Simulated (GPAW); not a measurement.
# Polarising Cl/Au(100) with a field along the normal

The dipole of the cell at several fields, atoms fixed. What does the strongest field give, and what length does the slope stand for?

**Method.** GPAW 26.7.0, plane waves (400 eV), PAW setups, PBE, 11×11 mesh, a dipole layer in the vacuum; geometry relaxed without an applied field with GPAW. The cell's area is 8.32 Å², and e/ε0 = 180.95 V Å.

Results, with one row withheld:

| field (V/Å) | dipole (e Å) |
| --- | --- |
| −0.2 | −0.1691 |
| −0.1 | −0.1195 |
| −0.05 | −0.0946 |
| 0.05 | −0.0449 |
| 0.1 | −0.0200 |
| 0.2 | 0.0298 |
| 0.3 | ? |

To predict: What is the dipole at 0.3 V/Å?

**Working.** A line through the 6 points has the slope α = 0.497 e Å per V/Å and the intercept p₀ = −0.0697 e Å (r.m.s. residual 5.0e−05). At 0.3 V/Å it gives p = −0.0697 + 0.497 × 0.3 = 0.0795 e Å; the run gives 0.0796 e Å, so the response stays linear to 0.1 % of the induced part. Dividing by ε0 and the area: α/(ε0 A) = 0.497 × 180.95 / 8.32 = 10.81 Å, against 8.46 Å between the outer nuclei.

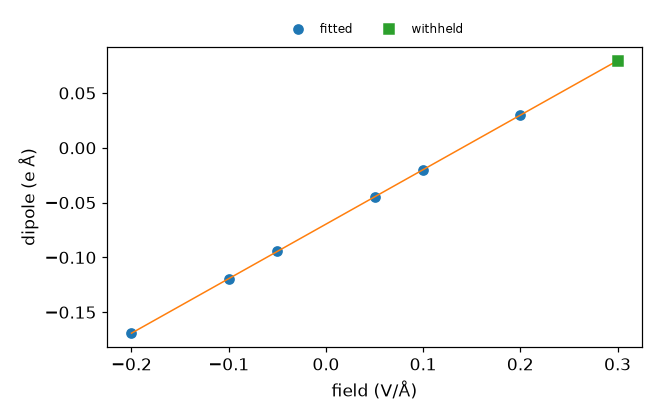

The line and the withheld run.

Caveats: This is the electronic response alone; ions that move would add to it in polar layers. No run was spin-polarised, so magnetic states weren't tested. Spin-orbit coupling is left out, which matters for the heavier atoms here.
